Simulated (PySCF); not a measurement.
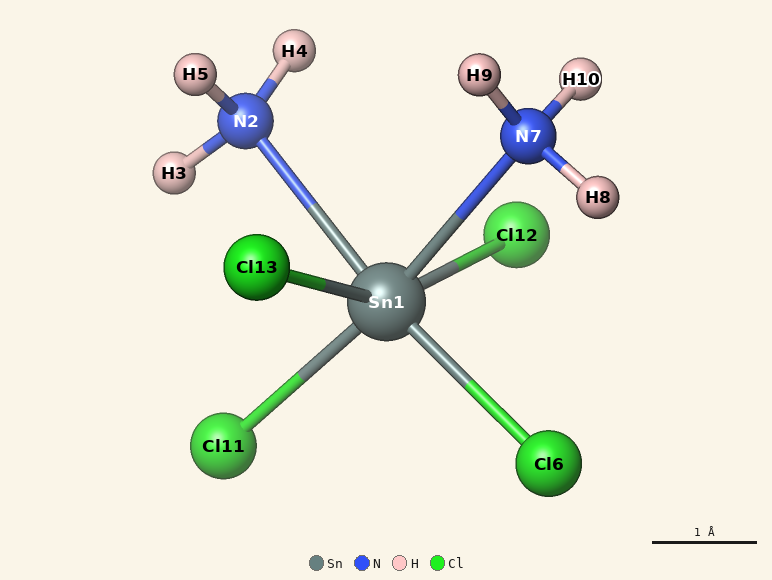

Orthographic view. Distant atoms are faded towards the background colour. The geometry was computed by an optimisation with PBE0-D3(BJ)/def2-SVP. No frequency run is at hand to confirm it as a minimum.

Write a Z-matrix (Å, degrees) in the order of the atom numbers, with these reference atoms: 2 to 1; 3 to 2, 1; 4 to 2, 3, 1; 5 to 2, 4, 3; 6 to 1, 5, 2; 7 to 1, 2, 4; 8 to 7, 1, 2; 9 to 7, 8, 6; 10 to 7, 9, 8; 11 to 1, 2, 4; 12 to 1, 2, 4; 13 to 1, 2, 4.

```
Sn 
N    1   2.329
H    2   1.023   1   101.3
H    2   1.020   3   108.5   1   120.4
H    2   1.021   4   111.7   3  -119.5
Cl   1   2.377   5   157.0   2   161.8
N    1   2.330   2    87.7   4    59.3
H    7   1.023   1   101.2   2   174.1
H    7   1.020   8   108.5   6   126.0
H    7   1.021   9   111.7   8  -119.6
Cl   1   2.377   2    84.8   4  -120.7
Cl   1   2.416   2    81.7   4   -22.6
Cl   1   2.416   2    81.5   4   141.0
```
